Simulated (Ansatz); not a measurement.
## Run report: Al12H2C, geometry relaxation (part 1 of 2)

The run: geometry relaxation of Al12H2C (slab, 15 atoms in the cell). Method and program: DFT PBEsol, scalar-relativistic, plane waves, PAW, no spin polarisation (Ansatz 0.2.0).

The input holds or restrains some coordinates. Forces given for the steps count only the free coordinates. It belongs to a series of runs on one base structure; here: end point B relaxed. Figures and captions count atoms from 1; the log counts them from 0 in places.

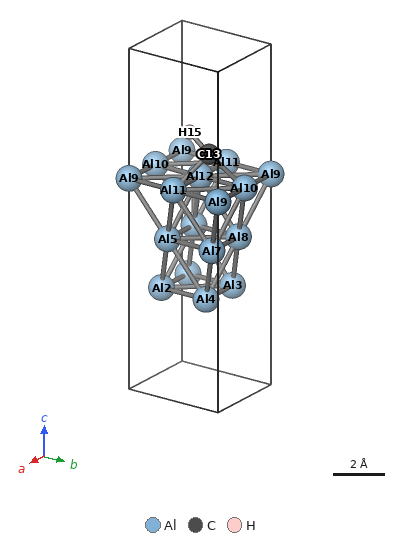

The structure as given in the input (ball-and-stick view of the cell of the calculation, with the vacuum cut short, seen slightly off an axis; atoms are numbered from 1 in the order of the input). An atom can appear more than once, as a periodic image.

**Summary**

| quantity | value |
| --- | --- |
| outcome | converged under the restraints of the input |
| electrons treated | 42 |
| free energy | −6569.0150 eV |
| Fermi energy | 1.574 eV |
| final volume | 445.37 Å³ |
| largest force (length of the vector) at the end, held atoms and coordinates included | 0.181 eV/Å |
| hardware | 1 thread of Arm Neoverse V2, 24 GiB of memory available, shared host |
| wall time | 82 s |
| peak memory | 0.52 GiB |

**Notes**

Warnings of the run: the exchange-correlation potential is rough where the density is thin.

**Input**
```yaml
crystal:
  lattice:
    - [5.727565, 0.0, 0.0]
    - [2.863782, 4.960217, 0.0]
    - [0.0, 0.0, 15.676537]
  atoms:
    - { symbol: Al, position: [0.16666668, 0.16666666, 0.0637896] }
    - { symbol: Al, position: [0.66666668, 0.16666666, 0.0637896] }
    - { symbol: Al, position: [0.16666674, 0.66666663, 0.0637896] }
    - { symbol: Al, position: [0.66666673, 0.66666663, 0.0637896] }
    - { symbol: Al, position: [-0.16666663, 0.33333332, 0.21294681] }
    - { symbol: Al, position: [0.33333337, 0.33333332, 0.21294681] }
    - { symbol: Al, position: [-0.16666657, 0.83333329, 0.21294681] }
    - { symbol: Al, position: [0.33333342, 0.83333329, 0.21294681] }
    - { symbol: Al, position: [0.0, 0.0, 0.36210403] }
    - { symbol: Al, position: [0.49999999, 0.0, 0.36210403] }
    - { symbol: Al, position: [5.0e-08, 0.49999997, 0.36210403] }
    - { symbol: Al, position: [0.50000005, 0.49999997, 0.36210403] }
    - { symbol: C, position: [0.75000007, 0.74999996, 0.45332315] }
    - { symbol: H, position: [1.33333335, 0.33333332, 0.34232925] }
    - { symbol: H, position: [0.81496695, 0.57079967, 0.50435483] }
basis:
  ecutwfc: 420.0
kpoints:
  mp_grid: { grid: [3, 3, 1] }
hamiltonian:
  xc: pbesol
scf:
  occupations: { method: gaussian, width: 0.1 }
  lower_state_search: "off"
relax:
  f_tol: 0.03
  max_steps: 60
  adjacent_minimum: "off"
  constraints: [{ sites: [0, 1, 2, 3] }]
output:
  write_density: true
  write_potential: true
  elf: true
  volumetric_format: npy
```

Launch command:
```bash
ansatz run input.yaml --threads 1 --pin off --max-ram 3072MiB --backend cpu --events-out ev --progress --plain --runs-dir out
```

**Output**
```
Engine: ansatz 0.2.0, aarch64-unknown-linux-gnu
Pseudopotentials: kind: paw
Pseudopotential: Al, paw, valence charge 3, recommended cutoff 420 eV (normal), Al.paw.azcp
Pseudopotential: C, paw, valence charge 4, recommended cutoff 420 eV (normal), C.paw.azcp
Pseudopotential: H, paw, valence charge 1, recommended cutoff 420 eV (normal), H.paw.azcp
Functional definition: PBEsol
  exchange = pbesol_x
  correlation = pbesol_c
Crystal: 15 atoms, lattice volume = 445.370 Å³
Basis set: ecut = 420 eV, 8765 PW (Γ), exchange–correlation on 80×80×216 points (8 copies of the dense FFT grid, shifted against one another)
Bands: 36, of which v1, the nominal top of the filled ones, is band 21 counted from 1 (20 counted from 0)
Symmetry: 1 space group operations
Space group: P1 (ITA 1), of the structure as read, at distance tolerance 7.6e-5 Å
k-points: 5 of 9 (time reversal used)
Non-local potential: Al, projectors of the file, l = 0: 2, l = 1: 2, l = 2: 1
Non-local potential: C, projectors of the file, l = 0: 2, l = 1: 2, l = 2: 1
Non-local potential: H, projectors of the file, l = 0: 2, l = 1: 1
PAW form: soft (Blöchl's): semilocal exchange-correlation on the pseudo side does not see the compensation charge
PAW frozen core: Al, regenerated for the run's functional, and the local potential with it (the file was generated under x = pbe(κ = 0.804, μ = 0.2195149727645171), c = pbe(β = 0.06672455060314922))
PAW frozen core: C, regenerated for the run's functional, and the local potential with it (the file was generated under x = pbe(κ = 0.804, μ = 0.2195149727645171), c = pbe(β = 0.06672455060314922))
PAW one-centre angular grid: Al, 110 points (default); XC on 64 Gauss nodes
PAW one-centre angular grid: C, 110 points (default); XC on 64 Gauss nodes
PAW one-centre angular grid: H, 110 points (default); XC on 64 Gauss nodes
Initial density: superposition of atomic densities (neutral atoms: chi_scale 0, normalization atom), corrected by the library's trained network
Initial wavefunctions: pseudopotential atomic-orbital guess
Functional: x = pbesol(κ = 0.804, μ = 0.12345679012345678), c = pbesol(β = 0.046)
SCF iter   1: F=—  HF=-6566.731617 eV  |F-HF|=—  |Δ(HF+E_count)|=         —  Δρ=4.85e-3  dr2=7.30e-1  ethr=1.77e-3  ⟨swp⟩=12.4  Hψ=1301  notcnv=0  defer=1
preconditioner: auto → LDOS  [metal: Δε(μ)=0.092 eV  Ē_g=6.946 eV  σ=0.100 eV  W_gap=0.47  n_scr=50 (ndim 8)  ℏωp=11.4 eV  f_vac=0.371  D(μ)=6.41/eV (n_scr^D=38)  β→1.0]
SCF iter   2: F=—  HF=-6566.650508 eV  |F-HF|=—  |Δ(HF+E_count)|=   8.11e-2  Δρ=2.53e-3  dr2=5.23e-2  ethr=1.74e-3  ⟨swp⟩=1.4  Hψ=225  notcnv=0  defer=28
SCF iter   3: F=—  HF=-6566.648092 eV  |F-HF|=—  |Δ(HF+E_count)|=   2.42e-3  Δρ=1.19e-3  dr2=2.45e-2  ethr=1.25e-4  ⟨swp⟩=2.4  Hψ=255  notcnv=0  defer=34
SCF iter   4: F=—  HF=-6566.645888 eV  |F-HF|=—  |Δ(HF+E_count)|=   2.20e-3  Δρ=5.70e-4  dr2=5.29e-3  ethr=5.83e-5  ⟨swp⟩=1.8  Hψ=219  notcnv=0  defer=34
SCF iter   5: F=—  HF=-6566.645344 eV  |F-HF|=—  |Δ(HF+E_count)|=   5.45e-4  Δρ=2.60e-4  dr2=6.12e-4  ethr=1.26e-5  ⟨swp⟩=1.0  Hψ=180  notcnv=0  defer=34
SCF iter   6: F=—  HF=-6566.645310 eV  |F-HF|=—  |Δ(HF+E_count)|=   3.37e-5  Δρ=9.80e-5  dr2=1.57e-4  ethr=1.46e-6  ⟨swp⟩=2.0  Hψ=218  notcnv=0  defer=34
SCF iter   7: F=-6566.645299 eV  HF=-6566.645306 eV  |F-HF|=7.01e-6  |Δ(HF+E_count)|=   3.91e-6  Δρ=2.69e-5  dr2=9.29e-6  ethr=5.36e-8  ⟨swp⟩=11.2  Hψ=1396  notcnv=0
SCF 1 converged in 7 iterations: F = -6566.645299 eV  dr2 = 9.29e-6
  greatest PAW one-centre occupation: 0.664 electrons in one spin orbital (limit 2), on the C atom at site 12 (counted from 0), in its partial waves of l = 0
relax step   1: F+E_penalty+E_count = -6566.64529893 eV  Δ(F+E_penalty+E_count) = +0.000e0 eV  max|allowed force component| = 1.981e0 eV/Å  Δτ_max = 0.0000 Å  (7 SCF iters, dr2 threshold 2.25e-5 eV, accepted)
Initial density: handed on by an earlier stage of this run
Initial wavefunctions: those handed on with the density
iter 1 solved again at ethr=9.42e-4 eV; its pass at ethr=3.10e-3 eV (dr2=3.96e-1 eV) is discarded
SCF iter   1: F=—  HF=-6567.451268 eV  |F-HF|=—  |Δ(HF+E_count)|=         —  Δρ=8.04e-3  dr2=4.04e-1  ethr=9.42e-4  ⟨swp⟩=2.2  Hψ=844  notcnv=0  defer=28
preconditioner: auto → LDOS  [metal: Δε(μ)=0.049 eV  Ē_g=7.017 eV  σ=0.100 eV  W_gap=0.27  n_scr=50 (ndim 8)  ℏωp=11.4 eV  f_vac=0.378  D(μ)=8.16/eV (n_scr^D=50)  β→1.0]
SCF iter   2: F=—  HF=-6567.384869 eV  |F-HF|=—  |Δ(HF+E_count)|=   6.64e-2  Δρ=4.93e-3  dr2=1.67e-1  ethr=9.42e-4  ⟨swp⟩=2.0  Hψ=294  notcnv=0  defer=28
SCF iter   3: F=—  HF=-6567.344795 eV  |F-HF|=—  |Δ(HF+E_count)|=   4.01e-2  Δρ=6.65e-4  dr2=5.01e-3  ethr=3.97e-4  ⟨swp⟩=2.0  Hψ=294  notcnv=0  defer=28
SCF iter   4: F=—  HF=-6567.344436 eV  |F-HF|=—  |Δ(HF+E_count)|=   3.59e-4  Δρ=1.63e-4  dr2=3.04e-4  ethr=1.19e-5  ⟨swp⟩=2.0  Hψ=279  notcnv=0  defer=33
SCF iter   5: F=-6567.344379 eV  HF=-6567.344449 eV  |F-HF|=6.99e-5  |Δ(HF+E_count)|=   1.29e-5  Δρ=7.47e-5  dr2=8.64e-5  ethr=2.38e-7  ⟨swp⟩=11.6  Hψ=1514  notcnv=0
SCF 2 converged in 5 iterations: F = -6567.344379 eV  dr2 = 8.64e-5
  greatest PAW one-centre occupation: 0.660 electrons in one spin orbital (limit 2), on the C atom at site 12 (counted from 0), in its partial waves of l = 0
relax step   2: F+E_penalty+E_count = -6567.34437909 eV  Δ(F+E_penalty+E_count) = -6.991e-1 eV  max|allowed force component| = 1.431e0 eV/Å  Δτ_max = 0.1920 Å  (5 SCF iters, dr2 threshold 1.00e-4 eV, accepted)
iter 1 solved again at ethr=1.17e-3 eV; its pass at ethr=3.10e-3 eV (dr2=4.91e-1 eV) is discarded
SCF iter   1: F=—  HF=-6567.866069 eV  |F-HF|=—  |Δ(HF+E_count)|=         —  Δρ=8.98e-3  dr2=5.13e-1  ethr=1.17e-3  ⟨swp⟩=1.2  Hψ=781  notcnv=0  defer=28
preconditioner: auto → LDOS  [metal: Δε(μ)=0.052 eV  Ē_g=7.098 eV  σ=0.100 eV  W_gap=0.28  n_scr=50 (ndim 8)  ℏωp=11.4 eV  f_vac=0.382  D(μ)=9.00/eV (n_scr^D=50)  β→1.0]
SCF iter   2: F=—  HF=-6567.781623 eV  |F-HF|=—  |Δ(HF+E_count)|=   8.44e-2  Δρ=5.46e-3  dr2=1.42e-1  ethr=1.17e-3  ⟨swp⟩=2.0  Hψ=294  notcnv=0  defer=28
SCF iter   3: F=—  HF=-6567.747084 eV  |F-HF|=—  |Δ(HF+E_count)|=   3.45e-2  Δρ=1.24e-3  dr2=2.09e-2  ethr=3.38e-4  ⟨swp⟩=2.0  Hψ=320  notcnv=0  defer=30
SCF iter   4: F=—  HF=-6567.745710 eV  |F-HF|=—  |Δ(HF+E_count)|=   1.37e-3  Δρ=6.61e-4  dr2=7.47e-3  ethr=4.97e-5  ⟨swp⟩=2.6  Hψ=265  notcnv=0  defer=31
SCF iter   5: F=—  HF=-6567.745199 eV  |F-HF|=—  |Δ(HF+E_count)|=   5.10e-4  Δρ=3.26e-4  dr2=1.43e-3  ethr=1.78e-5  ⟨swp⟩=1.0  Hψ=147  notcnv=0  defer=31
SCF iter   6: F=-6567.745054 eV  HF=-6567.745107 eV  |F-HF|=5.28e-5  |Δ(HF+E_count)|=   9.20e-5  Δρ=8.64e-5  dr2=8.30e-5  ethr=2.38e-7  ⟨swp⟩=11.6  Hψ=1534  notcnv=0
SCF 3 converged in 6 iterations: F = -6567.745054 eV  dr2 = 8.30e-5
  greatest PAW one-centre occupation: 0.658 electrons in one spin orbital (limit 2), on the C atom at site 12 (counted from 0), in its partial waves of l = 0
[...]
relax step   3: F+E_penalty+E_count = -6567.74505434 eV  Δ(F+E_penalty+E_count) = -4.007e-1 eV  max|allowed force component| = 9.382e-1 eV/Å  Δτ_max = 0.1993 Å  (6 SCF iters, dr2 threshold 1.00e-4 eV, accepted)
preconditioner: auto → LDOS  [insulator: Δε(μ)=0.153 eV  Ē_g=7.103 eV  σ=0.100 eV  W_gap=0.58  n_scr=50 (ndim 8)  ℏωp=11.4 eV  f_vac=0.384  D(μ)=8.35/eV (n_scr^D=50)  ε∞_Penn≈3.6  β→1.0]
  greatest PAW one-centre occupation: 0.654 electrons in one spin orbital (limit 2), on the C atom at site 12 (counted from 0), in its partial waves of l = 0
relax step   4: F+E_penalty+E_count = -6567.98790470 eV  Δ(F+E_penalty+E_count) = -2.429e-1 eV  max|allowed force component| = 9.162e-1 eV/Å  Δτ_max = 0.1949 Å  (7 SCF iters, dr2 threshold 1.00e-4 eV, accepted)
eigensolver tolerance schedule calibrated: the retry pair's looser diagonalisation under-reported the residual by θ = 0.14 (0.15/decade); ethr = c·dr2/N_el runs at the constant in force after the calibration composes with the one it found (an armed cap, an earlier calibration), c = 4.4e-2
preconditioner: auto → LDOS  [insulator: Δε(μ)=0.168 eV  Ē_g=7.106 eV  σ=0.100 eV  W_gap=0.60  n_scr=50 (ndim 8)  ℏωp=11.4 eV  f_vac=0.386  D(μ)=7.46/eV (n_scr^D=38)  ε∞_Penn≈3.6  β→1.0]
  greatest PAW one-centre occupation: 0.655 electrons in one spin orbital (limit 2), on the C atom at site 12 (counted from 0), in its partial waves of l = 0
relax step   5: F+E_penalty+E_count = -6568.21503753 eV  Δ(F+E_penalty+E_count) = -2.271e-1 eV  max|allowed force component| = 7.000e-1 eV/Å  Δτ_max = 0.1995 Å  (6 SCF iters, dr2 threshold 1.00e-4 eV, accepted)
preconditioner: auto → LDOS  [insulator: Δε(μ)=0.152 eV  Ē_g=7.094 eV  σ=0.100 eV  W_gap=0.54  n_scr=50 (ndim 8)  ℏωp=11.4 eV  f_vac=0.389  D(μ)=7.65/eV (n_scr^D=50)  ε∞_Penn≈3.6  β→1.0]
relax step   6: F+E_penalty+E_count = -6568.44027000 eV  Δ(F+E_penalty+E_count) = -2.252e-1 eV  max|allowed force component| = 7.392e-1 eV/Å  Δτ_max = 0.1951 Å  (5 SCF iters, dr2 threshold 1.00e-4 eV, accepted)
preconditioner: auto → LDOS  [metal: Δε(μ)=0.043 eV  Ē_g=7.107 eV  σ=0.100 eV  W_gap=0.23  n_scr=50 (ndim 8)  ℏωp=11.4 eV  f_vac=0.390  D(μ)=8.56/eV (n_scr^D=50)  β→1.0]
  greatest PAW one-centre occupation: 0.652 electrons in one spin orbital (limit 2), on the C atom at site 12 (counted from 0), in its partial waves of l = 0
relax step   7: F+E_penalty+E_count = -6568.64491385 eV  Δ(F+E_penalty+E_count) = -2.046e-1 eV  max|allowed force component| = 5.728e-1 eV/Å  Δτ_max = 0.1968 Å  (5 SCF iters, dr2 threshold 1.00e-4 eV, accepted)
preconditioner: auto → LDOS  [metal: Δε(μ)=0.048 eV  Ē_g=7.093 eV  σ=0.100 eV  W_gap=0.26  n_scr=50 (ndim 8)  ℏωp=11.4 eV  f_vac=0.389  D(μ)=11.53/eV (n_scr^D=64)  β→1.0]
  greatest PAW one-centre occupation: 0.653 electrons in one spin orbital (limit 2), on the C atom at site 12 (counted from 0), in its partial waves of l = 0
relax step   8: F+E_penalty+E_count = -6568.82557650 eV  Δ(F+E_penalty+E_count) = -1.807e-1 eV  max|allowed force component| = 4.220e-1 eV/Å  Δτ_max = 0.2000 Å  (6 SCF iters, dr2 threshold 1.00e-4 eV, accepted)
preconditioner: auto → LDOS  [insulator: Δε(μ)=0.147 eV  Ē_g=7.061 eV  σ=0.100 eV  W_gap=0.52  n_scr=50 (ndim 8)  ℏωp=11.4 eV  f_vac=0.389  D(μ)=7.77/eV (n_scr^D=50)  ε∞_Penn≈3.6  β→1.0]
relax step   9: F+E_penalty+E_count = -6568.95235909 eV  Δ(F+E_penalty+E_count) = -1.268e-1 eV  max|allowed force component| = 2.899e-1 eV/Å  Δτ_max = 0.2000 Å  (7 SCF iters, dr2 threshold 9.67e-5 eV, accepted)
preconditioner: auto → LDOS  [insulator: Δε(μ)=0.348 eV  Ē_g=7.066 eV  σ=0.100 eV  W_gap=0.65  n_scr=50 (ndim 8)  ℏωp=11.4 eV  f_vac=0.389  D(μ)=7.04/eV (n_scr^D=38)  ε∞_Penn≈3.6  β→1.0]
  Residual-converged pass: ⟨swp⟩=1.0  Hψ=200  notcnv=0  max |occ|·‖R‖ = 6.6e-9 eV (tolerance 1.0e-8 eV)  dr2=9.52e-6  dr2_onsite=9.58e-8  max |Δocc| = 5.7e-11
relax step  10: F+E_penalty+E_count = -6568.97723946 eV  Δ(F+E_penalty+E_count) = -2.488e-2 eV  max|allowed force component| = 4.793e-1 eV/Å  Δτ_max = 0.1974 Å  (8 SCF iters, dr2 threshold 3.97e-5 eV, accepted)
preconditioner: auto → LDOS  [insulator: Δε(μ)=0.273 eV  Ē_g=7.025 eV  σ=0.100 eV  W_gap=0.64  n_scr=50 (ndim 8)  ℏωp=11.4 eV  f_vac=0.379  D(μ)=6.87/eV (n_scr^D=38)  ε∞_Penn≈3.6  β→1.0]
  greatest PAW one-centre occupation: 0.656 electrons in one spin orbital (limit 2), on the C atom at site 12 (counted from 0), in its partial waves of l = 0
relax step  11: F+E_penalty+E_count = -6569.00061864 eV  Δ(F+E_penalty+E_count) = -2.338e-2 eV  max|allowed force component| = 1.508e-1 eV/Å  Δτ_max = 0.1256 Å  (8 SCF iters, dr2 threshold 1.00e-4 eV, accepted)
preconditioner: auto → LDOS  [insulator: Δε(μ)=0.254 eV  Ē_g=7.057 eV  σ=0.100 eV  W_gap=0.66  n_scr=50 (ndim 8)  ℏωp=11.4 eV  f_vac=0.388  D(μ)=6.92/eV (n_scr^D=38)  ε∞_Penn≈3.6  β→1.0]
relax step  12: F+E_penalty+E_count = -6569.01499951 eV  Δ(F+E_penalty+E_count) = -1.438e-2 eV  max|allowed force component| = 2.615e-2 eV/Å  Δτ_max = 0.0785 Å  (9 SCF iters, dr2 threshold 2.25e-6 eV, accepted)
preconditioner: auto → LDOS  [insulator: Δε(μ)=0.260 eV  Ē_g=7.049 eV  σ=0.100 eV  W_gap=0.66  n_scr=50 (ndim 8)  ℏωp=11.4 eV  f_vac=0.386  D(μ)=6.90/eV (n_scr^D=38)  ε∞_Penn≈3.6  β→1.0]
relax step  13: F+E_penalty+E_count = -6569.01500035 eV  Δ(F+E_penalty+E_count) = -8.417e-7 eV  max|allowed force component| = 2.606e-2 eV/Å  Δτ_max = 0.0000 Å  (4 SCF iters, accepted)
```

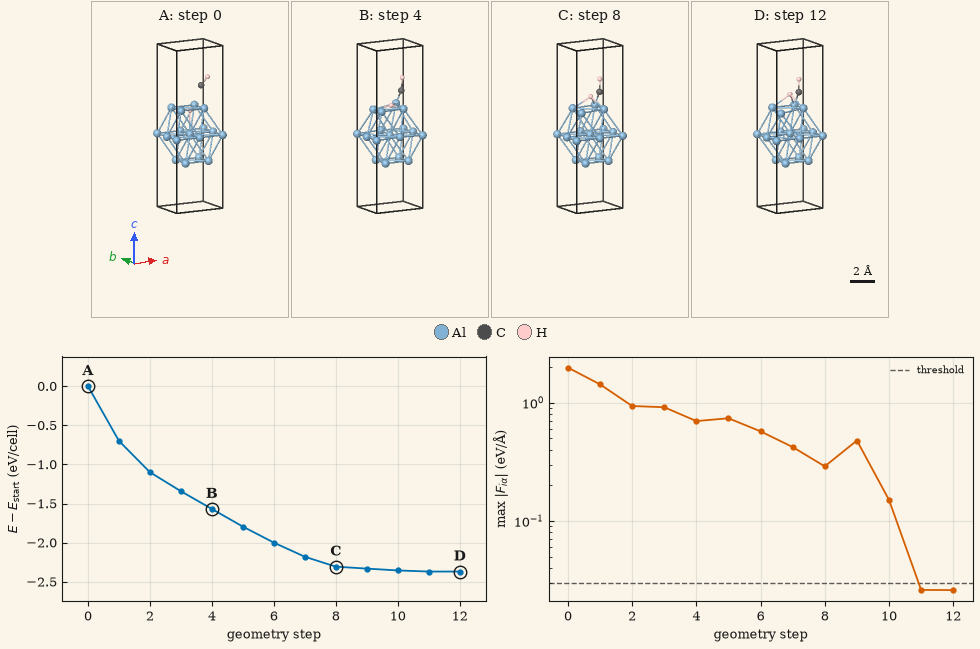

Frames of the restrained relaxation (ball-and-stick view of the cell of the calculation, with the vacuum cut short (origin shifted), seen slightly off an axis) above the curves, on which the letters mark them (the first geometry is step 0 here and step 1 in the log).

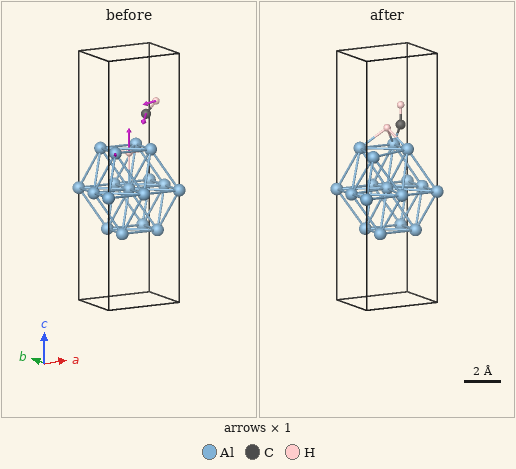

Before (left) and after (right) the restrained relaxation, at one scale (ball-and-stick view of the cell of the calculation, with the vacuum cut short (origin shifted), seen slightly off an axis). The pink arrows give the displacements, at true length. The largest move is that of H14, 1.39 Å. By element the largest moves are H 1.39 Å, C 0.97 Å, Al 0.23 Å. The cell doesn't change. Distances before and after: Al6–H14 2.028 → 3.371 Å, Al12–C13 2.863 → 1.960 Å, Al10–H14 1.682 → 1.910 Å, Al10–Al11 2.864 → 3.007 Å. New bonds form: Al12–C13 (2.86 → 1.96 Å). Among the angles that change: Al10–C13–H15 151.7° → 117.8°, Al10–H14–Al11 116.7° → 90.8°, Al11–C13–H15 93.4° → 117.8°. After 12 geometry steps the energy has fallen by 2.370 eV per cell of the calculation. Largest force component: 2 eV/Å at the start, 0.026 eV/Å at the end. (Atoms are counted from 1 in the order of the input.)

```
NSCF: frozen V_eff on 5 k-points
the band table was solved once a step of the walk had ended and its energy, with any forces and stress, was formed, with the checks that follow a solve (1440 applications of the Hamiltonian). They found nothing against the state; the energy, forces and stress were not computed again (output.eigenvalues in the input reference)
WARN: The output density's exchange-correlation potential varies sharply where the density is thin. Do not read a vacuum level from v_tot or v_xc, or from such a field of the output density. On a cell that repeats whose density bears no net charge and no dipole along the vacuum's axis use v_es (v_loc + v_h of the components); under efield.dipole_correction with no amplitude use v_es + v_field, which holds any external_charges[].barrier, or the levels of the report's work_function block, which leave it out; under a non-zero efield.amplitude the vacuum is tilted and has no level; on a cell that repeats and bears such a dipole with no correction it is tilted too, and efield.dipole_correction with no amplitude gives each side of its ramp a level where efield: is served; in a cell that repeats whose density bears a net charge (total_charge, or a fill off its count) it is curved and has none; of a slab under crystal.periodic whose density bears no net charge use v_es, which has a level on each side, short of where the two are joined; of another it falls or rises all the way out and has none; of a slab beside external_charges read slab_vacuum_level instead, which it has where they leave it neutral. The grid or the basis barely resolves most such structure, and the values can differ between equally converged runs; as a rule a tighter scf.convergence.dr2_threshold does not remove it. Where the density itself ripples (under the LDA too) a higher basis.ecutwfc lessens it. The files hold the spikes' plane waves up to the density's cutoff. Files: v_tot_of_output_density and the like, and their columns of v_z.tsv (output.write_potential); v_xc_of_output_density and the like, and their columns of v_comp_z.tsv (output.write_potential_components). Measured: with its Gaussian average of σ = 0.25 Å subtracted twice, the exchange-correlation potential is over 0.1 eV at 5433 of the grid points where the equally averaged density (valence and model cores) is under 1e-3 e/Å³, and 1.10 eV at the most among them, at an averaged density of 7.8e-6 e/Å³. The input density's (outcome.potential() and, of a run that writes arrays, v_tot and v_xc) is over 0.1 eV, so measured, at 5348 points of its own thin density, 1.03 eV at the most. See output.write_potential in the manual, Limitations
Free energy (F): -6569.015000 eV
Harris-Foulkes:  -6569.015000 eV  (|F-HF|=3.41e-9)
Internal energy: -6568.980479 eV  (E = F + TS)
[...]
E sigma→0 (E₀):  -6568.997739 eV
Entropy (-TS):   -0.034522 eV (-2.301 meV/atom)
Fermi energy:    1.574362 eV
--- Per-component energies (eV) ---
  E_band       = -124.822957
  E_kinetic    = 382.696224
  E_local      = -3976.784832  (includes V_loc(G=0)·N_el)
  E_nonlocal   = 156.119603
  E_hartree    = 1894.355252
  E_xc         = -532.221388
  E_vxc        = -424.253577  (∫ρ·V_xc dr)
  E_paw        = -5552.828774  (= ΣΔE_a)
  E_vpaw       = -51.309468  (= ΣTr[D̂ρ^β])
  E_aug_tail   = -0.002376  (compensation charges beyond the density's cutoff)
  E_ewald      = 1059.435044
  E_core_change = 0.250769  (= ΣΔE_core)
  E_smearing   = -0.034522  (= −TS)
  E_closure    = 0.000000  (closes the sum)
  Σ components = -6569.015000   (vs F -6569.015000, Δ=0.00e0)
```
